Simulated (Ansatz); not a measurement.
# H2N2Si: relaxing the atoms, harmonic vibrations and batch in weak fields

Aim: for H2N2Si, 3 runs in a chain (relaxing the atoms, harmonic vibrations and batch in weak fields).

Method: CCSD(T) on Hartree-Fock, Gaussian basis cc-pV(Q+d)Z, in Ansatz 0.2.0.

## Step 1: The system as given

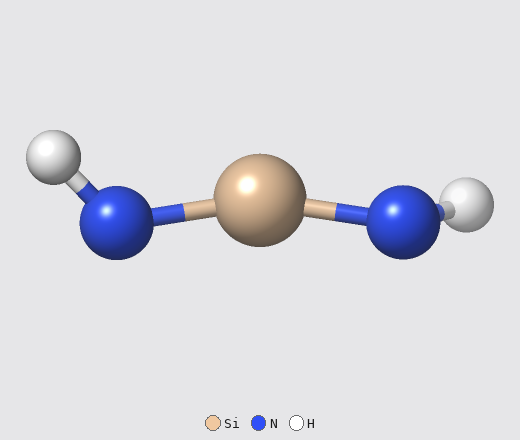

Start, viewed from a chosen angle; silicon light orange, nitrogen blue, hydrogen white.

Coordinates:

```xyz
5

Si    0.1734    0.2128   -0.0067
N     0.0033   -0.0355    1.5502
N    -0.0216    0.0309   -1.5699
H     0.7459    0.0144    2.2316
H    -0.0838    0.7831   -2.2395
```

## Step 2: Relaxing the atoms: H2N2Si

Contents of input.yaml:

```yaml
relax:
  f_tol: 0.001
  max_steps: 200
crystal:
  periodic: [false, false, false]
  atoms:
    - { symbol: Si, position_ang: [0.173414, 0.212844, -0.006717] }
    - { symbol: "N", position_ang: [0.003339, -0.035528, 1.550184] }
    - { symbol: "N", position_ang: [-0.02156, 0.030888, -1.569873] }
    - { symbol: H, position_ang: [0.745854, 0.014415, 2.231558] }
    - { symbol: H, position_ang: [-0.083804, 0.783084, -2.239522] }
basis:
  gaussian: { orbitals: "cc-pV(Q+d)Z.json" }
hamiltonian:
  xc: hf
correlation:
  method: ccsd_t
```

The run is started by

```console
ansatz run input.yaml --threads 8 --pin off --max-ram 16384MiB --backend cpu --events-out ev --progress --plain --runs-dir out
```

What it wrote, shortened:

```text
Warning: RAYON_NUM_THREADS=8 ignored (pool sized by the plan → 8); use --threads N
[...]
Functional definition: HF
[...]
1585 factors; integrals over basis functions are off by at most 2.5e-4 eV
[...]
mean field -10857.02244673 eV, -398.9882157633 hartree, gradient 1.3e-6 eV, S^2 0.000000; 0 other end points of the search recorded, 0 dependent functions left out
7 core orbitals not correlated: weight in the atoms' cores, before any rotation towards them, 1.000 or more for the frozen orbitals, at most 0.000 for the correlated occupied ones
reference -10857.02244673 eV, -398.9882157633 hartree; 8, 8 occupied and 219, 219 virtual orbitals, 1585 factors
second order -15.53003992 eV of doubles, -0.00000000 eV of singles
cycle   1  -14.88312555 eV  change    6.5e-1 eV  update   1.2e-1
[...]
perturbative correction -0.87406167 eV, -0.0321211740 hartree
[...]
relax step   1: F+E_penalty+E_count = -10873.36451939 eV  Δ(F+E_penalty+E_count) = +0.000e0 eV  max|allowed force component| = 1.478e-1 eV/Å  Δτ_max = 0.0000 Å  (63 SCF iters, accepted)
[...]
relax step   6: F+E_penalty+E_count = -10873.36656152 eV  Δ(F+E_penalty+E_count) = -2.037e-4 eV  max|allowed force component| = 6.169e-3 eV/Å  Δτ_max = 0.0090 Å  (41 SCF iters, accepted)
[...]
relax step   7: F+E_penalty+E_count = -10873.36656647 eV  Δ(F+E_penalty+E_count) = -4.951e-6 eV  max|allowed force component| = 6.632e-4 eV/Å  Δτ_max = 0.0012 Å  (33 SCF iters, accepted)
1585 factors; integrals over basis functions are off by at most 2.6e-4 eV
mean field -10857.05897243 eV, -398.9895580580 hartree, gradient 2.3e-6 eV, S^2 0.000000; 1 other end points of the search recorded, 0 dependent functions left out
[...]
7 core orbitals not correlated: weight in the atoms' cores, before any rotation towards them, 1.000 or more for the frozen orbitals, at most 0.000 for the correlated occupied ones
reference -10857.05897243 eV, -398.9895580580 hartree; 8, 8 occupied and 219, 219 virtual orbitals, 1585 factors
second order -15.49486702 eV of doubles, -0.00000000 eV of singles
[...]
cycle  14  -15.44292089 eV  change    5.3e-7 eV  update   1.5e-6
[...]
perturbative correction -0.86467314 eV, -0.0317761517 hartree
[...]
Total energy: -10873.36656646 eV, -399.5888510849 hartree
Atom 0 at     0.174858     0.214594    -0.006679 Å, force     0.000151     0.000167     0.000043 eV/Å
Atom 1 at     0.017452    -0.037595     1.543957 Å, force    -0.000479    -0.000025    -0.000663 eV/Å
Atom 2 at    -0.025971     0.044397    -1.563454 Å, force     0.000039    -0.000480     0.000621 eV/Å
Atom 3 at     0.736657     0.010679     2.247019 Å, force     0.000436    -0.000084     0.000644 eV/Å
Atom 4 at    -0.085752     0.773629    -2.255212 Å, force    -0.000147     0.000422    -0.000645 eV/Å
Dipole moment:     0.274071     0.323149     0.004698 e Å
```

It took 24 min on 8 threads of Arm Neoverse N1, shared host; peak memory 10 GiB.

The steps of the relaxation:

| step | E - E(step 1) (eV) | largest force component (eV/Å) |
| --- | --- | --- |
| 1 | 0.0000 | 0.1478 |
| 2 | -0.0006 | 0.0932 |
| 3 | -0.0013 | 0.0334 |
| 4 | 0.0026 | 0.1039 |
| 5 | -0.0018 | 0.0131 |
| 6 | -0.0020 | 0.0062 |
| 7 | -0.0020 | 0.0007 |

Step 1 is the start. Step 4 was tried and not accepted.

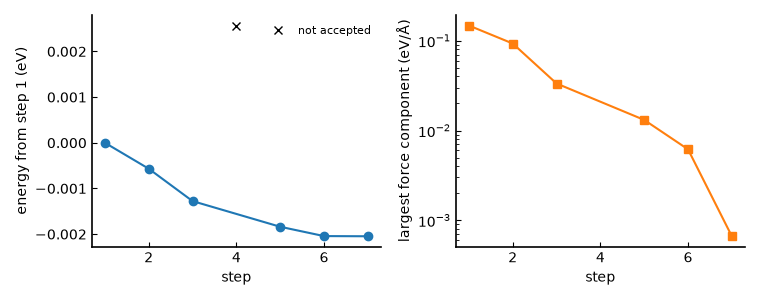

Energy and largest force along the relaxation.

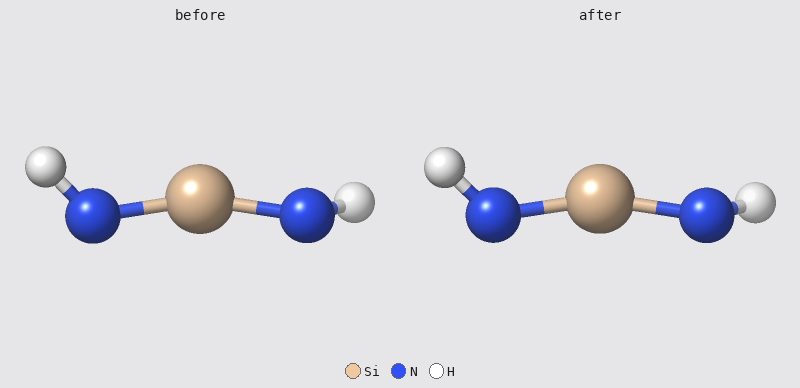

The structure before (left) and after (right) the relaxation, drawn at the same scale. The change is too small to see at this scale.

Before: Bond lengths: Si1–N2 1.586 Å, Si1–N3 1.586 Å, N2–H4 1.009 Å, N3–H5 1.009 Å. Angles: Si1–N2–H4 125.2°, N2–Si1–N3 159.5°, Si1–N3–H5 125.2°.

After: Bond lengths: Si1–N2 1.579 Å, Si1–N3 1.579 Å, N2–H4 1.007 Å, N3–H5 1.007 Å. Angles: Si1–N2–H4 127.4°, N2–Si1–N3 159.8°, Si1–N3–H5 127.4°.

## Step 3: Harmonic vibrations

It takes the final geometry of step 2.

Contents of input.yaml:

```yaml
crystal:
  periodic: [false, false, false]
  atoms:
    - { symbol: Si, position_ang: [0.17485842, 0.21459413, -0.00667932] }
    - { symbol: "N", position_ang: [0.0174519, -0.0375952, 1.54395664] }
    - { symbol: "N", position_ang: [-0.02597146, 0.04439652, -1.56345404] }
    - { symbol: H, position_ang: [0.73665652, 0.01067892, 2.24701874] }
    - { symbol: H, position_ang: [-0.08575236, 0.77362864, -2.25521202] }
basis:
  gaussian: { orbitals: "cc-pV(Q+d)Z.json" }
hamiltonian:
  xc: hf
correlation:
  method: ccsd_t
phonons: {}
```

The run is started by

```console
ansatz run input.yaml --threads 8 --pin off --max-ram 16384MiB --backend cpu --events-out ev --progress --plain --runs-dir out
```

What it wrote, shortened:

```text
Warning: RAYON_NUM_THREADS=8 ignored (pool sized by the plan → 8); use --threads N
[...]
Functional definition: HF
[...]
1585 factors; integrals over basis functions are off by at most 2.3e-4 eV
[...]
mean field -10857.05897243 eV, -398.9895580580 hartree, gradient 2.0e-6 eV, S^2 0.000000; 0 other end points of the search recorded, 0 dependent functions left out
7 core orbitals not correlated: weight in the atoms' cores, before any rotation towards them, 1.000 or more for the frozen orbitals, at most 0.000 for the correlated occupied ones
reference -10857.05897243 eV, -398.9895580580 hartree; 8, 8 occupied and 219, 219 virtual orbitals, 1585 factors
second order -15.49486705 eV of doubles, -0.00000000 eV of singles
cycle   1  -14.86828956 eV  change    6.3e-1 eV  update   1.2e-1
[...]
perturbative correction -0.86467333 eV, -0.0317761588 hartree
[...]
7 core orbitals not correlated: weight in the atoms' cores, before any rotation towards them, 1.000 or more for the frozen orbitals, at most 0.000 for the correlated occupied ones
reference -10857.06081498 eV, -398.9896257704 hartree; 8, 8 occupied and 219, 219 virtual orbitals, 1585 factors
second order -15.49281404 eV of doubles, -0.00000000 eV of singles
[...]
perturbative correction -0.86412453 eV, -0.0317559907 hartree
[...]
1585 factors; integrals over basis functions are off by at most 2.4e-4 eV
mean field -10857.06121233 eV, -398.9896403728 hartree, gradient 2.0e-6 eV, S^2 0.000000; 0 other end points of the search recorded, 0 dependent functions left out
7 core orbitals not correlated: weight in the atoms' cores, before any rotation towards them, 1.000 or more for the frozen orbitals, at most 0.000 for the correlated occupied ones
reference -10857.06121233 eV, -398.9896403728 hartree; 8, 8 occupied and 219, 219 virtual orbitals, 1585 factors
second order -15.49253065 eV of doubles, -0.00000000 eV of singles
[...]
cycle   9  -15.44117771 eV  change   -8.9e-5 eV  update   1.3e-4
```

## Step 4: The log goes on

Output, continued, shortened:

```text
cycle  10  -15.44110102 eV  change    7.7e-5 eV  update   5.3e-5
[...]
perturbative correction -0.86412926 eV, -0.0317561644 hartree
[...]
1585 factors; integrals over basis functions are off by at most 2.3e-4 eV
[...]
mean field -10857.05657450 eV, -398.9894699358 hartree, gradient 2.0e-6 eV, S^2 0.000000; 0 other end points of the search recorded, 0 dependent functions left out
7 core orbitals not correlated: weight in the atoms' cores, before any rotation towards them, 1.000 or more for the frozen orbitals, at most 0.000 for the correlated occupied ones
reference -10857.05657450 eV, -398.9894699358 hartree; 8, 8 occupied and 219, 219 virtual orbitals, 1585 factors
second order -15.49721744 eV of doubles, -0.00000000 eV of singles
[...]
perturbative correction -0.86522043 eV, -0.0317962643 hartree
[...]
1585 factors; integrals over basis functions are off by at most 2.4e-4 eV
[...]
reference -10857.06159661 eV, -398.9896544947 hartree; 8, 8 occupied and 219, 219 virtual orbitals, 1585 factors
second order -15.49186168 eV of doubles, -0.00000000 eV of singles
[...]
perturbative correction -0.86378426 eV, -0.0317434860 hartree
[...]
1585 factors; integrals over basis functions are off by at most 2.4e-4 eV
mean field -10857.05752072 eV, -398.9895047086 hartree, gradient 2.3e-6 eV, S^2 0.000000; 0 other end points of the search recorded, 0 dependent functions left out
7 core orbitals not correlated: weight in the atoms' cores, before any rotation towards them, 1.000 or more for the frozen orbitals, at most 0.000 for the correlated occupied ones
reference -10857.05752072 eV, -398.9895047086 hartree; 8, 8 occupied and 219, 219 virtual orbitals, 1585 factors
second order -15.49626052 eV of doubles, -0.00000000 eV of singles
[...]
cycle  14  -15.44401472 eV  change    4.8e-7 eV  update   1.5e-6
```

## Step 5: More of the same log

The log, continued, shortened:

```text
[...]
perturbative correction -0.86496113 eV, -0.0317867353 hartree
[...]
1585 factors; integrals over basis functions are off by at most 2.4e-4 eV
mean field -10857.06027668 eV, -398.9896059882 hartree, gradient 2.8e-6 eV, S^2 0.000000; 0 other end points of the search recorded, 0 dependent functions left out
7 core orbitals not correlated: weight in the atoms' cores, before any rotation towards them, 1.000 or more for the frozen orbitals, at most 0.000 for the correlated occupied ones
reference -10857.06027668 eV, -398.9896059882 hartree; 8, 8 occupied and 219, 219 virtual orbitals, 1585 factors
second order -15.49347728 eV of doubles, -0.00000000 eV of singles
cycle   1  -14.86753592 eV  change    6.3e-1 eV  update   1.2e-1
[...]
perturbative correction -0.86438606 eV, -0.0317656018 hartree
[...]
1585 factors; integrals over basis functions are off by at most 2.3e-4 eV
[...]
reference -10857.05991322 eV, -398.9895926313 hartree; 8, 8 occupied and 219, 219 virtual orbitals, 1585 factors
second order -15.49381374 eV of doubles, -0.00000000 eV of singles
[...]
cycle  14  -15.44209101 eV  change    7.3e-7 eV  update   1.5e-6
[...]
perturbative correction -0.86448388 eV, -0.0317691968 hartree
[...]
Total energy: -10873.36656708 eV, -399.5888511078 hartree
Atom 0 at     0.174858     0.214594    -0.006679 Å, force     0.000146     0.000173     0.000003 eV/Å
Atom 1 at     0.017452    -0.037595     1.543957 Å, force    -0.000476    -0.000027    -0.000645 eV/Å
Atom 2 at    -0.025971     0.044397    -1.563454 Å, force     0.000042    -0.000485     0.000638 eV/Å
Atom 3 at     0.736657     0.010679     2.247019 Å, force     0.000434    -0.000086     0.000647 eV/Å
Atom 4 at    -0.085752     0.773629    -2.255212 Å, force    -0.000146     0.000425    -0.000642 eV/Å
Dipole moment:     0.274071     0.323148     0.004697 e Å
Vibrations: 201.93 324.19 396.60 459.23 541.30 959.73 1334.81 3667.80 3667.81 cm⁻¹, zero-point energy 0.716219 eV
```

Run time: 53 min. Hardware: 8 threads of Arm Neoverse N1, shared host; peak memory 10 GiB.

Harmonic frequencies from the force constants, with rigid motions projected out (i: imaginary):

```
mode  cm⁻¹
   1   202
   2   324
   3   397
   4   459
   5   541
   6   960
   7  1336
   8  3668
   9  3668
```

## Step 6: Batch in weak fields

It takes final geometries of earlier steps.

Edit input.yaml of step 3 so:

```diff
@@ -1 +1,12 @@
+hamiltonian:
+  xc: hf
+correlation:
+  method: ccsd_t
+batch:
+  members: [f0p.yaml, f0m.yaml, f1p.yaml, f1m.yaml, f2p.yaml, f2m.yaml]
+output:
+  forces: true
+scf:
+  lower_state_search: "off"
+# f0m.yaml, one of 6 members:
 crystal:
@@ -9,7 +20,6 @@
 basis:
-  gaussian: { orbitals: "cc-pV(Q+d)Z.json" }
-hamiltonian:
-  xc: hf
-correlation:
-  method: ccsd_t
-phonons: {}
+  gaussian:
+    orbitals: "cc-pV(Q+d)Z.json"
+    point_charges:
+      - { charge: 2.500062, position_ang: [60.163449, 0.201141, -0.006874] }
+      - { charge: -2.500062, position_ang: [-59.836551, 0.201141, -0.006874] }
```

What it wrote, shortened:

```text
Warning: RAYON_NUM_THREADS=8 ignored (pool sized by the plan → 8); use --threads N
[...]
Functional definition: HF
[...]
Member 0: Total energy: -10873.37211694 eV, -399.5890550613 hartree
Member 0: Atom 0 at     0.174858     0.214594    -0.006679 Å, force     0.012115    -0.000458     0.002328 eV/Å
Member 0: Atom 1 at     0.017452    -0.037595     1.543957 Å, force    -0.009630     0.000938    -0.003577 eV/Å
Member 0: Atom 2 at    -0.025971     0.044397    -1.563454 Å, force    -0.010998    -0.000574     0.001381 eV/Å
Member 0: Atom 3 at     0.736657     0.010679     2.247019 Å, force     0.003874    -0.000355     0.000070 eV/Å
Member 0: Atom 4 at    -0.085752     0.773629    -2.255212 Å, force     0.004640     0.000450    -0.000212 eV/Å
Member 0: Dipole moment:     0.281142     0.323251     0.004717 e Å
[...]
Member 3: Atom 4 at    -0.085752     0.773629    -2.255212 Å, force    -0.000102    -0.002938    -0.001268 eV/Å
Member 3: Dipole moment:     0.273967     0.316037     0.004796 e Å
Member 3: Checks for a lower state left out: starts, cluster_reference, orbital_swaps, neighbouring_geometries, increment
Member 5: Total energy: -10873.36660582 eV, -399.5888525315 hartree
Member 5: Atom 0 at     0.174858     0.214594    -0.006679 Å, force    -0.002053     0.002271    -0.022943 eV/Å
Member 5: Atom 1 at     0.017452    -0.037595     1.543957 Å, force    -0.000797    -0.001773     0.017685 eV/Å
Member 5: Atom 2 at    -0.025971     0.044397    -1.563454 Å, force     0.001567    -0.000123     0.018797 eV/Å
Member 5: Atom 3 at     0.736657     0.010679     2.247019 Å, force     0.000902    -0.000528    -0.006087 eV/Å
Member 5: Atom 4 at    -0.085752     0.773629    -2.255212 Å, force     0.000391     0.000145    -0.007449 eV/Å
Member 5: Dipole moment:     0.274047     0.323244    -0.007989 e Å
Member 5: Checks for a lower state left out: starts, cluster_reference, orbital_swaps, neighbouring_geometries, increment
```

Wall time 60 min (8 threads of Arm Neoverse N1, shared host); peak memory 12 GiB.

## Step 7: Summary of results

```
step  energy above the lowest (eV)  charge  2S+1 typed  ⟨S²⟩  dipole (D)    time
   2                         0.000       0           1  0.00        2.04  24 min
   3                         0.000       0           1  0.00        2.04  53 min
```

| quantity | value |
| --- | --- |
| harmonic frequencies (step 3) | 202 to 3668 cm⁻¹ |
| zero-point energy (step 3) | 0.716 eV |
| mean polarisability (step 6) | 6.45 Å³ |

In step 3 all modes are real: a minimum.
